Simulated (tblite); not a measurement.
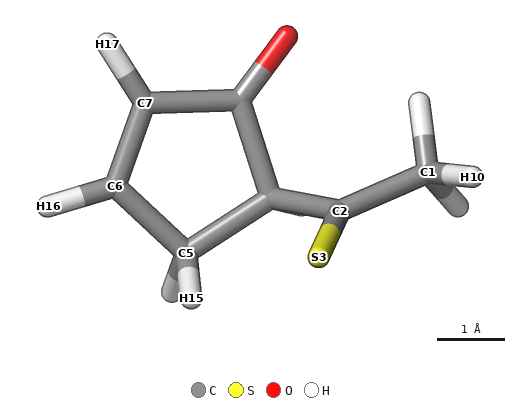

**Figure 1.** The input geometry (stick view, seen on its broad side; atoms are numbered from 1 in the order of the input). Bond lengths as drawn: C–C 1.33 to 1.55 Å, C–H 1.08 to 1.09 Å, C–O 1.20 Å and C–S 1.63 Å.

Molecular dynamics, with input and output: C7H8OS

The run: molecular dynamics of C7H8OS. Method and program: GFN2-xTB Langevin dynamics, gas phase (tblite 0.8.0).

It belongs to a series of runs on one base structure; here: H on C replaced by C(S)CH3.

Input:
```
{"job": {"kind": "md", "xc": "GFN2-xTB", "basis": "xTB", "temperature": 300, "steps": 2000, "every": 50}, "charge": 0, "multiplicity": 1}
C      2.427826     0.499924     0.450775
C      1.296578    -0.449601     0.309804
S      1.390623    -1.990518     0.824849
C      0.038440     0.140428    -0.243807
C     -1.040782    -0.850335    -0.679134
C     -2.176171    -0.608748     0.252379
C     -1.935181     0.370334     1.125002
C     -0.614096     0.949493     0.910524
O     -0.093061     1.871450     1.482042
H      3.263028     0.038542     0.970532
H      2.760471     0.847953    -0.528069
H      2.083888     1.376174     1.007531
H      0.294336     0.855469    -1.030540
H     -1.346131    -0.696890    -1.716070
H     -0.688490    -1.881386    -0.587851
H     -3.080104    -1.191247     0.192489
H     -2.588171     0.730987     1.899093
```

The first line tells a small driver script what to run in tblite; the rest is the geometry in Å.

Launched with:
```bash
OMP_NUM_THREADS=1 python <driver script> task.json out
```

Log:
```
t/fs     T/K      E/eV
    0.0   259.0   -716.74054
   25.0   207.0   -716.42414
   50.0   209.0   -716.27854
   75.0   253.6   -716.35532
  100.0   148.9   -716.14708
  125.0   265.2   -716.30489
  150.0   252.6   -716.30807
  175.0   225.9   -716.37202
  200.0   185.3   -716.34188
  225.0   266.7   -716.36386
  250.0   219.6   -716.19737
  275.0   233.0   -716.28415
  300.0   191.9   -716.20430
  325.0   242.7   -716.24419
  350.0   244.9   -716.41163
  375.0   227.5   -716.35427
  400.0   199.7   -716.42031
  425.0   226.3   -716.31986
  450.0   234.1   -716.17178
  475.0   299.1   -716.22728
  500.0   292.9   -716.08490
  525.0   320.5   -716.00799
  550.0   402.2   -716.13269
  575.0   284.1   -715.86725
  600.0   348.0   -716.20237
  625.0   314.8   -716.18153
  650.0   281.5   -716.10158
  675.0   244.2   -716.23243
  700.0   266.0   -716.27319
  725.0   270.3   -716.16589
  750.0   473.1   -716.27870
  775.0   329.2   -716.07797
  800.0   405.2   -716.18456
  825.0   362.5   -715.97898
  850.0   282.7   -715.92672
  875.0   337.7   -716.08178
  900.0   403.6   -715.92734
  925.0   339.0   -716.00989
  950.0   316.3   -716.17599
  975.0   302.9   -716.29984
 1000.0   271.7   -716.35424
```

Trajectory as extended XYZ (Å, eV, eV/Å), 13 of the 41 frames kept, from step=0 to step=40:
```
17
Properties=species:S:1:pos:R:3:forces:R:3 step=0 time_fs=0.0 energy=-716.74054 temperature=259.0
C     2.4278    0.4999    0.4508    0.0005   0.0014   0.0002
C     1.2966   -0.4496    0.3098    0.0040  -0.0052  -0.0006
S     1.3906   -1.9905    0.8248   -0.0026   0.0049  -0.0067
C     0.0384    0.1404   -0.2438    0.0037  -0.0024  -0.0015
C    -1.0408   -0.8503   -0.6791   -0.0028   0.0000   0.0013
C    -2.1762   -0.6087    0.2524   -0.0024  -0.0011   0.0004
C    -1.9352    0.3703    1.1250   -0.0025   0.0014  -0.0012
C    -0.6141    0.9495    0.9105    0.0000  -0.0001  -0.0011
O    -0.0931    1.8714    1.4820   -0.0030   0.0010  -0.0020
H     3.2630    0.0385    0.9705   -0.0034  -0.0025  -0.0036
H     2.7605    0.8480   -0.5281   -0.0027  -0.0004   0.0021
H     2.0839    1.3762    1.0075    0.0007  -0.0033   0.0030
H     0.2943    0.8555   -1.0305    0.0019   0.0039   0.0013
H    -1.3461   -0.6969   -1.7161    0.0047   0.0009   0.0009
H    -0.6885   -1.8814   -0.5879    0.0021   0.0022   0.0040
H    -3.0801   -1.1912    0.1925    0.0038  -0.0027   0.0057
H    -2.5882    0.7310    1.8991   -0.0021   0.0020  -0.0024
17
Properties=species:S:1:pos:R:3:forces:R:3 step=3 time_fs=75.0 energy=-716.35532 temperature=253.6
C     2.1717    0.5151    0.4785    0.1713   0.8113  -0.6511
C     1.0934   -0.4379    0.2871   -0.2017  -0.4538   0.2524
S     1.2053   -1.9480    0.8420   -0.1185  -0.9041   0.1253
C    -0.1324    0.1336   -0.2780   -0.5064   0.8483  -0.0594
C    -1.2527   -0.7995   -0.7858    1.1589   1.0249   1.0504
C    -2.2660   -0.6392    0.2955   -0.8035  -0.0223   0.4117
C    -1.9863    0.2543    1.2844   -0.6498  -1.6024  -1.0576
C    -0.7172    0.8434    0.9828    1.0656   1.3195   0.7500
O    -0.1373    1.7372    1.5827   -0.6652  -0.7391  -0.5520
H     3.0671   -0.0227    0.7206    0.5056   0.1921   0.3187
H     2.2522    1.0506   -0.4670    0.5832   0.1571  -0.1034
H     1.8925    1.3019    1.1958    0.1653  -0.3976   0.1319
H     0.1478    0.9486   -0.9659   -0.2442  -0.3145  -0.0644
H    -1.5845   -0.3799   -1.7255   -0.3425  -0.3885  -0.3146
H    -0.8451   -1.8169   -0.8792   -0.4965   0.2328  -0.0621
H    -3.1841   -1.2103    0.1754    0.1469   0.1304   0.3797
H    -2.5645    0.4313    2.1899    0.2316   0.1061  -0.5556
17
Properties=species:S:1:pos:R:3:forces:R:3 step=7 time_fs=175.0 energy=-716.37202 temperature=225.9
C     2.3552    0.2219    0.2548    0.1639   0.6647  -1.4318
C     1.0820   -0.5075    0.2590    0.4289  -2.0160   0.8428
S     1.0659   -2.0886    0.8061    0.0612   0.9914  -0.2980
C    -0.1558    0.1242   -0.1713   -0.1779   1.2275   0.0737
C    -1.2253   -0.8394   -0.6250   -1.6717   1.1413   0.7161
C    -2.3687   -0.5902    0.3731    0.3674  -0.4755  -0.3309
C    -2.0616    0.3264    1.3095   -1.5846  -0.6183  -0.3802
C    -0.7920    0.9133    1.0610    0.5859  -1.5704  -0.6074
O    -0.2429    1.7715    1.6560    0.9571   1.4974   0.6824
H     3.1357   -0.2135    0.8417    0.1104  -0.3248   0.6186
H     2.7591    0.1756   -0.7968   -0.4119   0.3719   0.6962
H     2.1702    1.2603    0.5380    0.2205  -0.0045  -0.0976
H     0.0093    0.9907   -0.8360    0.1769  -0.5060  -0.2697
H    -1.5965   -0.6023   -1.6150   -0.0588   0.1076  -0.3254
H    -0.9097   -1.8636   -0.6451    0.1660  -0.4970   0.2592
H    -3.2990   -1.1582    0.2504    0.5215   0.3618   0.2826
H    -2.6742    0.7096    2.1283    0.1451  -0.3512  -0.4306
17
Properties=species:S:1:pos:R:3:forces:R:3 step=10 time_fs=250.0 energy=-716.19737 temperature=219.6
C     2.2009    0.4071    0.4019   -0.4577   0.9571  -0.8956
C     1.0383   -0.5146    0.1795    0.9986   0.3486   1.1234
S     1.0559   -2.0280    0.7270    0.2497  -0.9579   0.1449
C    -0.2064    0.1117   -0.2459    0.5927   0.9258  -1.9789
C    -1.3575   -0.7685   -0.6107   -2.2797  -0.2278   0.4981
C    -2.3740   -0.4339    0.4581   -0.4817  -1.7571  -0.8059
C    -2.0076    0.5734    1.2042   -0.4054   1.0100   0.6984
C    -0.6443    1.0048    0.9014   -1.7294  -0.8545   0.2254
O    -0.0325    1.7724    1.5609    1.4019   1.3489   0.4618
H     3.1126   -0.1199    0.4073    1.0124  -0.8981   0.1277
H     2.2944    1.1534   -0.4236   -0.3159  -0.3257   0.6048
H     2.1571    0.9600    1.3560   -0.4192  -0.2219  -0.3914
H     0.0541    0.7045   -1.1366   -0.0577   0.4404   0.1937
H    -1.9610   -0.5315   -1.5017    0.7761   0.3751  -0.3280
H    -1.1694   -1.8242   -0.7142    0.4314  -0.3671   0.3448
H    -3.3174   -0.9692    0.5545    0.3103   0.1301  -0.1869
H    -2.6551    1.0369    1.9321    0.3736   0.0742   0.1638
17
Properties=species:S:1:pos:R:3:forces:R:3 step=13 time_fs=325.0 energy=-716.24419 temperature=242.7
C     2.2956    0.3607    0.1651    0.5857  -0.4673   0.0085
C     1.0633   -0.5043    0.1291    0.6897  -1.4740   1.1772
S     1.1056   -2.0923    0.7300   -0.0269   1.9709  -0.8493
C    -0.2176    0.1454   -0.2086   -1.3853  -0.1335  -0.4299
C    -1.4776   -0.7317   -0.3853    0.0428  -1.3410  -0.5884
C    -2.5044   -0.2433    0.5162    0.0322   2.1171   1.2057
C    -2.0686    0.7405    1.3428   -0.2062  -1.2324  -1.4124
C    -0.6984    1.0422    0.9752    0.3429   0.5376   0.4335
O    -0.0160    1.8847    1.4879    0.5873   0.4886   0.1645
H     3.1100   -0.0721    0.8123   -0.8291   0.0568  -0.9045
H     2.6959    0.5772   -0.8561   -0.3215  -0.3655   0.7074
H     2.0760    1.3254    0.6107   -0.4020   0.1992   0.0287
H    -0.1158    0.8079   -1.0921    0.1020  -0.1578   0.4180
H    -1.8874   -0.9077   -1.3972    0.5530   0.4233   0.1654
H    -1.3940   -1.7435    0.0344    0.9320  -0.2786  -0.2867
H    -3.4821   -0.6386    0.5017   -0.7551  -0.3693   0.0288
H    -2.6125    1.2635    2.0998    0.0587   0.0260   0.1335
17
Properties=species:S:1:pos:R:3:forces:R:3 step=17 time_fs=425.0 energy=-716.31986 temperature=226.3
C     2.2154    0.1529    0.3592    1.1213  -0.7474  -1.0885
C     0.9489   -0.5806    0.4558   -0.1107  -0.3472  -0.2981
S     1.0294   -2.0591    1.1410   -0.8335  -0.0744  -0.0556
C    -0.2343    0.1455   -0.0976   -0.6956   0.8752   1.5456
C    -1.5632   -0.5926   -0.2907    0.1742   0.1507  -0.0465
C    -2.5084   -0.0461    0.6936   -0.6425   1.5528   0.5312
C    -2.0385    0.9948    1.4092    0.4891  -0.2442   0.1640
C    -0.6389    1.2531    1.0419    1.3633   0.8469   0.0981
O     0.1426    2.1331    1.4081   -1.7146  -1.7928  -0.6250
H     3.0301   -0.4101    0.8613   -0.5015   0.5301  -0.2714
H     2.4956    0.2949   -0.7108   -0.0932  -0.1377   0.5486
H     2.0859    1.1228    0.7520    0.0323   1.1864   0.6594
H     0.0723    0.8112   -0.9060   -0.0727  -0.3600  -0.2685
H    -2.0100   -0.5225   -1.2813    0.2894   0.1090  -0.2300
H    -1.5160   -1.6302   -0.0418    0.5553  -0.9945  -0.0617
H    -3.5464   -0.3622    0.7075    0.2842  -0.1546   0.1338
H    -2.5348    1.5495    2.2217    0.3553  -0.3984  -0.7355
17
Properties=species:S:1:pos:R:3:forces:R:3 step=20 time_fs=500.0 energy=-716.08490 temperature=292.9
C     2.2132    0.1356    0.4429    1.0826  -1.4864   0.2324
C     0.9336   -0.5890    0.5519   -0.4037   1.4103  -0.0465
S     0.8074   -1.9454    1.3859   -0.1401  -1.0646   0.5412
C    -0.2487    0.1465   -0.0859    0.9960   0.1393   2.2292
C    -1.4954   -0.6863   -0.0373   -0.5236  -0.3636  -0.7780
C    -2.4351    0.0336    0.8329   -1.3584  -0.0549   0.2390
C    -1.9906    1.1713    1.3329    2.3240   0.9567   0.1243
C    -0.5758    1.3902    0.8417    0.0423   1.2432   1.3383
O     0.1152    2.3501    1.2203   -1.0466  -2.5505  -1.5211
H     2.9842   -0.3141    1.1690   -1.2033   1.2779  -0.6198
H     2.6218   -0.1754   -0.5142    0.1935   0.2657  -0.4917
H     2.0177    1.1978    0.4136    0.5089   0.1918   0.4657
H     0.1180    0.4916   -1.0164   -0.0701   0.3839  -1.1170
H    -1.9406   -0.8322   -1.0241    0.0170  -0.0370  -0.1073
H    -1.3247   -1.6957    0.3810    0.1034   0.3432  -0.1298
H    -3.4356   -0.3622    0.9490    0.0946  -0.0209   0.2401
H    -2.2550    1.9079    2.0962   -0.6165  -0.6341  -0.5988
17
Properties=species:S:1:pos:R:3:forces:R:3 step=23 time_fs=575.0 energy=-715.86725 temperature=284.1
C     2.2229    0.2461    0.5612   -0.8807   1.1679   2.6107
C     0.9672   -0.5002    0.7995   -0.6349  -0.5221  -1.1332
S     0.8529   -1.8791    1.6729   -0.1915   0.6972  -0.2280
C    -0.1194    0.1040   -0.0760    0.3998   1.8660   1.8838
C    -1.4482   -0.5551   -0.3216    0.4874   0.6691  -1.0011
C    -2.4794    0.0683    0.5112    0.3537   0.9798   0.4325
C    -1.8917    1.0046    1.2655   -0.7578   1.0553   0.8065
C    -0.5299    1.3681    0.7965   -0.7960   0.7161   0.6192
O    -0.0004    2.4562    0.9962   -0.2246  -2.2161  -0.5468
H     2.9931   -0.2434    1.1017    1.0283  -0.3786   0.0563
H     2.3771    0.3792   -0.4654    0.5883   0.2198  -1.1468
H     2.0981    1.2659    1.0783    0.1635  -1.0155  -0.8957
H     0.3565    0.4675   -0.9674    0.0856   0.0999  -0.5076
H    -1.6118   -0.4822   -1.3729   -0.6038  -0.0365  -0.9213
H    -1.3335   -1.5461   -0.0847   -0.0645  -2.7481   0.5655
H    -3.5436   -0.1277    0.4396    0.4282  -0.2977   0.2296
H    -2.4209    1.5723    2.0616    0.6189  -0.2564  -0.8237
17
Properties=species:S:1:pos:R:3:forces:R:3 step=27 time_fs=675.0 energy=-716.23243 temperature=244.2
C     2.1784    0.1021    1.0586    0.4086  -0.0045   1.2186
C     0.8540   -0.4980    0.8265    0.0994  -0.3475   1.6403
S     0.2264   -1.6902    1.7677    0.6217  -0.0887   0.0139
C    -0.0362    0.2906   -0.0027   -1.7078  -1.0232  -1.0969
C    -1.3249   -0.5703   -0.3555    1.9300   0.7932  -0.6813
C    -2.2388   -0.2076    0.6972   -1.4389   1.8057   1.2524
C    -1.8849    0.9298    1.3505    0.0056   0.0485   0.3200
C    -0.5317    1.3664    0.9555   -0.1631   1.1146   0.0141
O     0.1464    2.3459    1.2260   -1.1222  -1.0149   0.1233
H     2.7788   -0.5521    1.7022   -0.0582   0.1240  -0.1433
H     2.6705    0.2125    0.1118    0.3876   0.4465  -0.3150
H     2.0848    1.0891    1.6171   -0.0054  -0.9326  -0.9582
H     0.4911    0.7332   -0.8273    0.0809   0.2186  -0.5254
H    -1.6582   -0.3929   -1.3749   -0.2836   0.3724  -0.0166
H    -1.0711   -1.6032   -0.3078    0.1639  -0.9567  -0.0650
H    -3.2047   -0.6899    0.8737    0.5374   0.0300  -0.1428
H    -2.4654    1.4700    2.1238    0.5440  -0.5854  -0.6382
17
Properties=species:S:1:pos:R:3:forces:R:3 step=30 time_fs=750.0 energy=-716.27870 temperature=473.1
C     2.1343   -0.1005    0.9074    1.3407   0.1993   1.1449
C     0.7488   -0.5870    0.9538    0.2372   0.4776  -0.7624
S     0.2137   -1.7834    1.8924   -0.0028  -0.4166   0.2933
C    -0.1550    0.2569    0.1517   -1.1424   0.7394  -1.8618
C    -1.4542   -0.4537   -0.2979   -0.2429  -0.4462   2.9078
C    -2.4781    0.0627    0.7313   -0.5230  -0.7928  -0.9894
C    -1.9993    1.0803    1.4445   -0.0563   0.7282   0.3872
C    -0.6249    1.4391    1.0615    0.3915   0.1454   0.0093
O     0.0561    2.4074    1.3396   -0.8590  -1.1180  -0.1667
H     2.8969   -0.8963    0.9962   -0.4973   0.2316   0.2396
H     2.4213    0.4957    0.0401   -0.4168  -0.0264   0.0731
H     2.2122    0.5586    1.8199    0.2654  -0.4494  -0.7733
H     0.2973    0.7115   -0.7624    0.2437  -0.3184   0.7480
H    -1.7862   -0.3573   -1.2952   -0.1204   0.6286  -0.9750
H    -1.3294   -1.5338   -0.1285   -0.1049   0.0864  -0.0253
H    -3.5043   -0.4143    0.7677    1.4211   0.7927   0.1075
H    -2.4947    1.6883    2.2061    0.0661  -0.4613  -0.3568
17
Properties=species:S:1:pos:R:3:forces:R:3 step=33 time_fs=825.0 energy=-715.97898 temperature=362.5
C     2.1947   -0.0364    0.8550   -2.0957   0.6353  -0.7590
C     0.7274   -0.5278    1.1265    2.0755   1.5871  -1.9326
S     0.4086   -1.7166    2.1328   -0.3054  -0.7002   0.5814
C    -0.2987    0.2884    0.3617    0.0425  -1.3353  -0.1993
C    -1.5570   -0.5101   -0.0417   -1.6416   0.2736   0.1744
C    -2.6529    0.3413    0.5893   -0.8775  -2.6243  -1.3506
C    -2.2127    1.3590    1.2742   -0.9164   0.8182   0.7452
C    -0.7781    1.4315    1.2588    0.5003   0.7799   0.5794
O    -0.0662    2.2107    1.8473    0.0188  -0.2218  -0.2617
H     2.9561   -0.7803    0.9452    0.0993  -0.3582   0.0571
H     2.2823    0.5851   -0.0683   -0.1578  -1.1651   0.0677
H     2.3274    0.7563    1.5461    0.3427   0.4884   1.3964
H     0.1240    0.7492   -0.5380    0.1947  -0.1207   0.1799
H    -1.7368   -0.6573   -1.1267    0.3984   0.5180   0.3931
H    -1.7321   -1.5358    0.3450    0.8225   0.4960   0.2655
H    -3.7174    0.0371    0.5953    0.8439   0.1435  -0.3715
H    -2.9831    1.9121    1.7790    0.6559   0.7856   0.4346
17
Properties=species:S:1:pos:R:3:forces:R:3 step=37 time_fs=925.0 energy=-716.00989 temperature=339.0
C     1.9157    0.6006    1.2138    1.2078   1.4979  -0.5786
C     0.6985   -0.1345    1.1022   -2.5068  -1.7682   0.4526
S     0.3722   -1.4879    2.0253    0.5369   0.5362  -0.4799
C    -0.4839    0.4976    0.4195    1.5775   0.6602   0.8950
C    -1.5984   -0.4164    0.0354   -1.5854   0.7242  -0.9353
C    -2.8080    0.2995    0.5833    1.0456  -0.5771   0.4306
C    -2.4903    1.2298    1.4908   -0.6626   0.5892  -0.0449
C    -1.0973    1.5619    1.5794    0.0678  -2.8886  -2.3780
O    -0.4231    2.2932    2.2048    0.5425   1.1421   0.7454
H     2.4837    0.2502    2.0799   -0.0761   0.4799  -0.0861
H     2.6074    0.5585    0.3369   -0.6197  -0.1806   0.3988
H     1.5482    1.6639    1.2308    0.9019  -0.5697   0.5403
H    -0.1378    1.0459   -0.4449    0.0822   0.6034  -0.1291
H    -1.7990   -0.5407   -1.0602    0.6286   0.0261   0.6823
H    -1.3902   -1.3895    0.4687   -0.4252  -0.2414   0.1897
H    -3.7920    0.0625    0.2571   -0.4330  -0.2435   0.0772
H    -3.2073    1.8111    2.0288   -0.2820   0.2098   0.2200
17
Properties=species:S:1:pos:R:3:forces:R:3 step=40 time_fs=1000.0 energy=-716.35424 temperature=271.7
C     1.7591    0.8451    1.4704   -1.0500   0.4079  -0.2472
C     0.5120    0.0504    1.2584    1.4862  -0.4031   0.3117
S     0.4219   -1.4203    1.9272   -0.3012  -0.4061   0.1851
C    -0.5603    0.6984    0.4583    0.8877  -1.0656  -0.7332
C    -1.6237   -0.3183    0.0897   -1.7257   0.6148  -1.1859
C    -2.7476   -0.0488    1.0607    1.1189  -0.0242  -0.4930
C    -2.5120    1.0174    1.8009    0.4402   0.8694   0.5858
C    -1.1815    1.6186    1.4391   -2.3863   0.0245   0.4963
O    -0.7447    2.6786    1.7598    0.5071   0.9728   0.6218
H     2.5188    0.4177    2.0657    0.4379  -0.9321   0.6920
H     2.2033    1.1132    0.5418    0.2694   0.3311  -0.8973
H     1.4333    1.7434    1.9603   -0.0528   0.8173   0.2130
H    -0.0698    1.2848   -0.3401   -0.4331  -0.3342   0.0488
H    -2.0844   -0.1344   -0.9166    0.5433   0.0957   0.4326
H    -1.3142   -1.3471    0.0580    0.3227  -0.3507   0.2844
H    -3.6425   -0.5999    1.0839   -0.6338  -0.6905  -0.0629
H    -3.2166    1.4145    2.5323    0.5698   0.0729  -0.2524
```

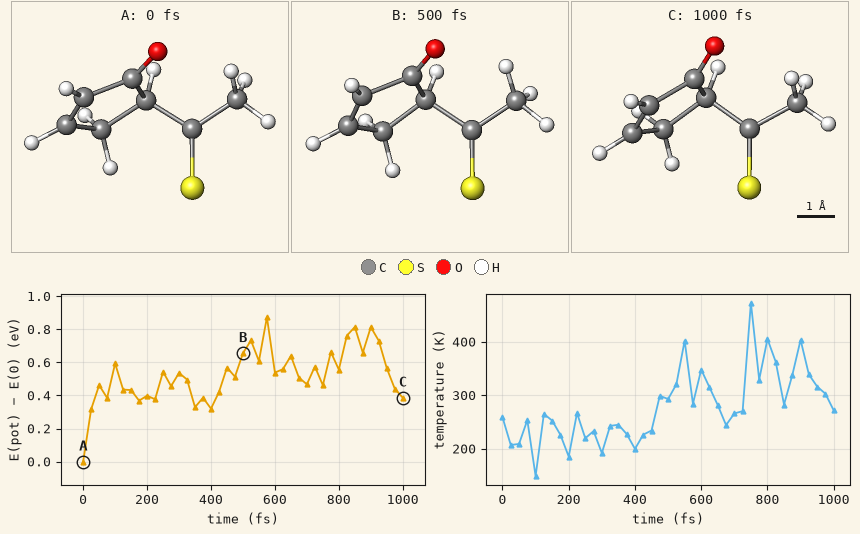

**Figure 2.** Frames of the molecular dynamics (ball-and-stick, seen at a tilt) above the curves, on which the letters mark them. The trajectory kept here has 41 frames over 1000 fs. The temperature starts at 259 K, ranges from 149 to 473 K and averages 326 K over the second half. The potential energy ends 0.386 eV above its first value. After an unweighted best fit of the last frame on the first, the root-mean-square displacement is 0.19 Å, and O9 has moved furthest (0.40 Å).

Summary:

```json
{"quantity": "outcome", "value": "finished"}
{"quantity": "mean temperature over the second half", "value": "326 K"}
{"quantity": "trajectory", "value": "41 frames kept, 1000 fs"}
{"quantity": "hardware", "value": "1 CPU thread, shared host"}
{"quantity": "wall time", "value": "24 s"}
{"quantity": "peak memory", "value": "0.18 GiB"}
```
